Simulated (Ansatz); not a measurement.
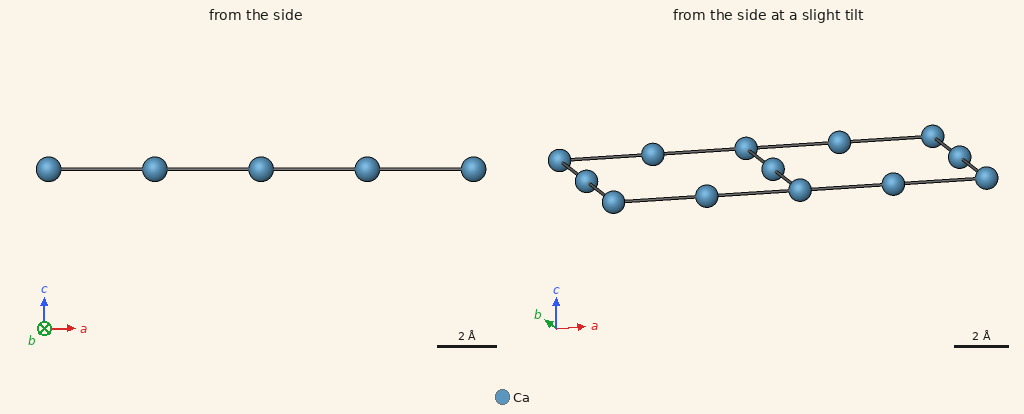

A ball-and-stick picture of a periodic sheet, seen from the side and from the side at a slight tilt. The surface normal points up in side views; the vacuum is left out. 2×1 cells are drawn in the plane, with atoms at the edges repeated.

The cell holds 3 Ca.

What is the slab's thickness, atom centre to atom centre?

About 0.0 Å from the lowest to the highest atom.

Give the coordination of the atoms.

Ca takes two kinds of site: 2e with two Ca in a linear arrangement at about 3.7 Å; 1b with four Ca in a square planar arrangement at about 3.7 Å. The bonds build Ca layers parallel to the surface.

The model was built from a structure type filled with this element by a generator (whether the element takes this form wasn't checked). This is the structure after a relaxation with Ansatz, DFT PBE, scalar-relativistic, plane waves, PAW.
